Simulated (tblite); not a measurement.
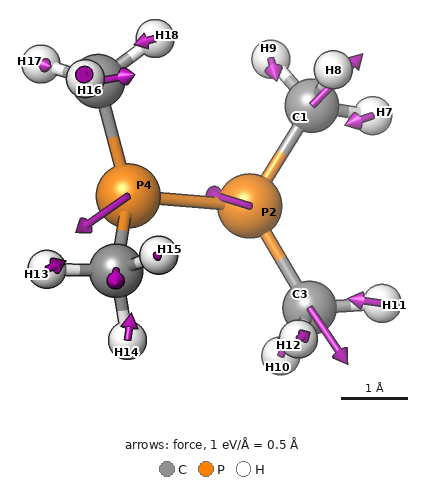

Starting geometry of C$_{4}$H$_{12}$P$_{2}$ with the computed forces as purple arrows. A ball-and-stick model, seen at a tilt.

Computed with tblite, GFN2-xTB geometry optimisation, gas phase. 

Question: What follows when this structure is relaxed?

Answer: It isn't relaxed: the largest force vector, on a P atom, is 2.82 eV/Å. The final displacements have little in common with the starting forces (cosine between the two patterns 0.04). An H atom moves most after the best rigid fit: 3.56 Å. By element the largest moves are H 3.56 Å, C 2.09 Å, P 0.98 Å. Near-neighbour distances that change, for instance: P–P 2.143 → 2.201 Å, C–P 1.805 → 1.854 Å, C–H 1.126 → 1.089 Å, C–P 1.843 → 1.854 Å. Among the angles between lasting bonds that change: C–P–P 117.7° → 97.2°, C–P–C 118.0° → 97.6°, C–P–P 117.4° → 97.1°. Over 250 geometry steps the energy falls by 245.0 kJ/mol. The run took 1.8 s on 1 thread of Arm Neoverse V1 (shared host).
